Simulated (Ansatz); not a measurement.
## Frequency calculation of ZrHClF4

System: ZrHClF4.
Method: RKS r2SCAN/def2-SVP (Ansatz 0.2.0).

It belongs to a series of runs on one base structure; here: vibrations at the highest image of the band. Figures and captions count atoms from 1; the log counts them from 0 in places.

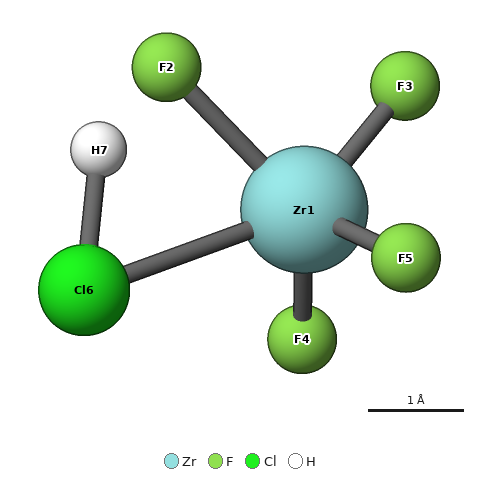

Fig. 1: The structure as given in the input (ball-and-stick view, seen at a tilt; atoms are numbered from 1 in the order of the input). Sticks mark near contacts.

### Input file
```yaml
crystal:
  periodic: [false, false, false]
  atoms:
    - { symbol: Zr, position_ang: [-0.268024, 0.000839, -0.023174] }
    - { symbol: F, position_ang: [-0.082183, -0.10783, 2.072385] }
    - { symbol: F, position_ang: [1.621365, 0.079469, -0.111208] }
    - { symbol: F, position_ang: [-0.727609, 1.522209, -1.048336] }
    - { symbol: F, position_ang: [-0.672607, -1.586946, -0.963833] }
    - { symbol: Cl, position_ang: [-2.571529, 0.119772, 1.330913] }
    - { symbol: H, position_ang: [-1.284215, -0.027515, 2.119253] }
basis:
  gaussian: { orbitals: def2-SVP }
hamiltonian:
  xc: r2scan
phonons: {}
```

Run on 4 threads of Arm Neoverse V2, 24 GiB of memory available, shared host.

Launched with:
```bash
ansatz run input.yaml --threads 4 --pin off --max-ram 5120MiB --backend cpu --events-out ev --progress --plain --runs-dir out
```

### Log
```
Engine: ansatz 0.2.0, aarch64-unknown-linux-gnu
Functional definition: r2SCAN
  parameter k0 = 0.174
  parameter k1 = 0.065
  parameter a1 = 4.9479
  exchange = r2scan_x(k0 = k0, k1 = k1, a1 = a1)
  correlation = r2scan_c
1123 factors; their error is unknown
mean field evaluation 1: about -24672.5820 eV, gradient 6.5e1 eV
mean field evaluation 2: about -24601.2349 eV, gradient 2.2e2 eV
mean field evaluation 4: about -24679.0592 eV, gradient 1.4e1 eV
mean field evaluation 8: about -24679.3830 eV, gradient 6.4e-2 eV
mean field evaluation 16: about -24679.3364 eV, gradient 6.5e-5 eV
mean field -24679.33641458 eV, -906.9488849807 hartree, gradient 1.0e-5 eV, S^2 0.000000; 0 other end points of the search recorded, 0 dependent functions left out
the calculation of the forces begins
reference -24679.33644617 eV, -906.9488861418 hartree; 33, 33 occupied and 77, 77 virtual orbitals, 1123 factors
these checks for a lower state are left out or cut short: stability, starts, cluster_reference, orbital_swaps, neighbouring_geometries, increment
1123 factors; their error is unknown
mean field -24679.33630652 eV, -906.9488810096 hartree, gradient 1.1e-6 eV, S^2 0.000000; 0 other end points of the search recorded, 0 dependent functions left out
[... from here on the field's lines of each further geometry are left out, up to the last ...]
the calculation of the forces begins
reference -24679.33641414 eV, -906.9488849647 hartree; 33, 33 occupied and 77, 77 virtual orbitals, 1123 factors
these checks for a lower state are left out or cut short: stability, starts, cluster_reference, orbital_swaps, neighbouring_geometries, increment
1123 factors; their error is unknown
mean field -24679.33640460 eV, -906.9488846141 hartree, gradient 1.7e-6 eV, S^2 0.000000; 0 other end points of the search recorded, 0 dependent functions left out
the calculation of the forces begins
reference -24679.33643620 eV, -906.9488857752 hartree; 33, 33 occupied and 77, 77 virtual orbitals, 1123 factors
WARN: phonons: modes at or below zero, which the zero-point energy, F, S and C_V leave out: 1, the lowest at -304.42 cm⁻¹. A minimum has none, and a first-order saddle one
Total energy: -24679.33644617 eV, -906.9488861418 hartree
Atom 0 at    -0.268024     0.000839    -0.023174 Å, force     0.002997    -0.002747    -0.001708 eV/Å
Atom 1 at    -0.082183    -0.107830     2.072385 Å, force    -0.000300     0.003454     0.004484 eV/Å
Atom 2 at     1.621365     0.079469    -0.111208 Å, force    -0.003011    -0.003205     0.000931 eV/Å
Atom 3 at    -0.727609     1.522209    -1.048336 Å, force     0.001264     0.000062     0.002236 eV/Å
Atom 4 at    -0.672607    -1.586946    -0.963833 Å, force    -0.000183     0.002005    -0.005003 eV/Å
Atom 5 at    -2.571529     0.119772     1.330913 Å, force    -0.004065    -0.006311     0.003472 eV/Å
Atom 6 at    -1.284215    -0.027515     2.119253 Å, force     0.003298     0.006742    -0.004411 eV/Å
Dipole moment:    -0.070508    -0.009396     0.237998 e Å
Vibrations: -304.42 24.87 126.84 144.48 160.97 176.33 187.81 320.61 492.48 676.60 699.30 714.08 870.32 951.62 1373.27 cm⁻¹, zero-point energy 0.428960 eV
```

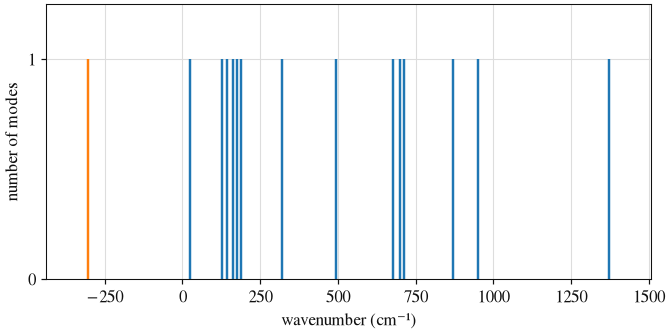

Fig. 2: Harmonic vibrational wavenumbers from the force constants; neighbouring modes closer than 8 cm⁻¹ are counted in one stick, and imaginary ones are drawn at negative wavenumbers. 15 modes from 304i to 1373 cm⁻¹, 1 imaginary beyond 8i (304i cm⁻¹): a first-order saddle point, if the geometry is stationary.

### Results in brief

- outcome: converged
- total energy: −24679.3364 eV
- mean-field energy: −24679.3364 eV
- largest force (length of the vector): 0.009 eV/Å
- wall time: 53 s (CPU time 3.4 min)
- peak memory: 0.2 GiB
